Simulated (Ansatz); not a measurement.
Profile along the Hf–O line in HfO2 (tetragonal-ZrO2 type, space group P4_2/nmc)

HfO2 (tetragonal-ZrO2 type, space group P4_2/nmc)

```
HfO2
1.0
    3.57698     0.00000     0.00000
    0.00000     3.57698     0.00000
    0.00000     0.00000     5.20360
Hf O
2 4
Direct
  0.00000   0.00000   0.00000
  0.50000   0.50000   0.50000
  0.00000   0.50000   0.19607
  0.00000   0.50000   0.69607
  0.50000   0.00000   0.30393
  0.50000   0.00000   0.80393
```

Fields along a shortest Hf–O line of a (010) plane (2.06 Å), from Hf to O, interpolated on the slice's grid (step about 0.2 Å). These are r2SCAN (plane waves to 500 eV, PAW, scalar-relativistic; Ansatz, a first-principles code) values and carry that method's errors. k mesh 9×9×7. Inside the PAW spheres the values are not all-electron values, and peaks at nuclei hang on which shells count as valence. HfO2 is run without spin polarisation. HfO2 was relaxed with its symmetry unable to fall. Spin-orbit coupling is left out, though Hf is heavy. The PAW data are Ansatz's earlier set. This is a high-temperature form of HfO2.

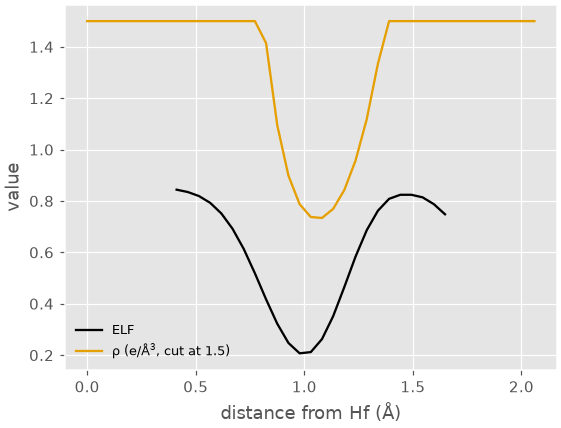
Fig. 1. ELF (away from the nuclei) and valence density from Hf to O.

Density on the Hf–O line (2.06 Å) at its density minimum, 1.1 Å from Hf: 0.73 e/Å³. ELF at that point: 0.3. Element round which the density of the highest valence band (whole band, smooth part) is largest on this plane: O.
